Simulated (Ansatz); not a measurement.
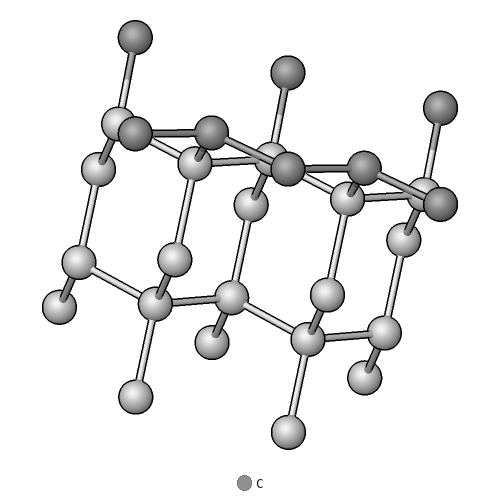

The system is N₂ on a C(110) slab cut from the Fd-3m phase, its upper half relaxed before the scan (20 atoms of substrate and one adsorbate in a 2 × 1 cell); the picture shows it without the atoms that are moved over the map. N2 is moved over the surface cell at a fixed height above a rigid substrate; the origin of the map has the adsorbate above C17; the height is held at 3.40 Å. Places are given modulo a cell vector. The map is drawn in real space over the plane of the surface. The grid has 4 × 4 points; 12 points were computed and 4 follow by symmetry. Places are given in fractions of the 1 × 1 surface cell. Energies are in meV, from the lowest grid point. At a fixed height the lowest place need not be the adsorption site. All numbers below come from DFT PBE+D3(BJ), scalar-relativistic, plane waves, PAW (Ansatz). Settings: cutoff 420 eV, k-mesh 5×8×1, gaussian smearing 0.05 eV, no spin polarisation.

Range: position of N21 along the first surface vector from 0.00 to 0.75; position of N21 along the second surface vector from 0.00 to 0.75.

Q: What landscape does the calculation give?

A: The lowest grid point is at (0/4, 2/4) of the cell vectors. The highest grid point, the top site over a surface C atom, (0/4, 0/4) of the cell vectors, lies 17.0 meV above the lowest.

```tsv
second ↓, first →	0/4	1/4	2/4	3/4
3/4	4.1	3.0	2.0	3.0
2/4	0.0	0.7	1.4	0.7
1/4	12.6	13.7	14.9	13.7
0/4	17.0	16.2	15.4	16.2
```

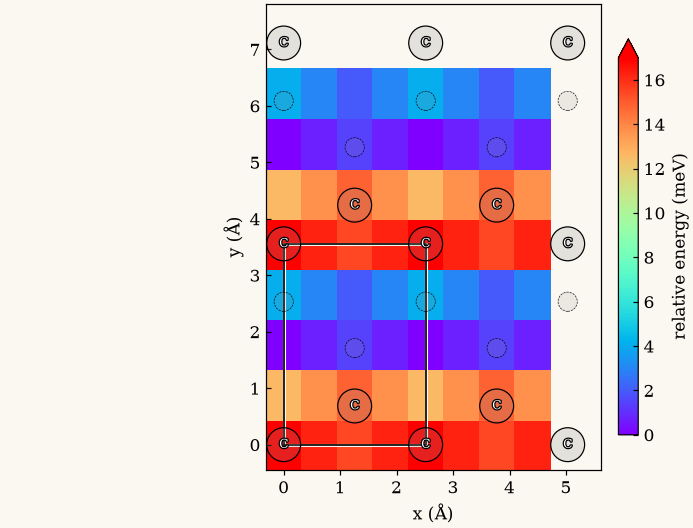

Drawn: one coloured cell a grid point, labelled circles for the atoms of the top layer and small ones for the second layer, the outline of one cell of the 2 × 2 shown, one colour for all values above the top of the scale.

Each point was launched as `ansatz run input.yaml --threads 2 --pin off --max-ram 6144MiB --backend cpu --events-out ev --progress --plain --runs-dir out`. The whole map (12 points run) took 5.8 min on 2 threads of Arm Neoverse V1, with other jobs on the host.

PAW datasets: the set soft_1.
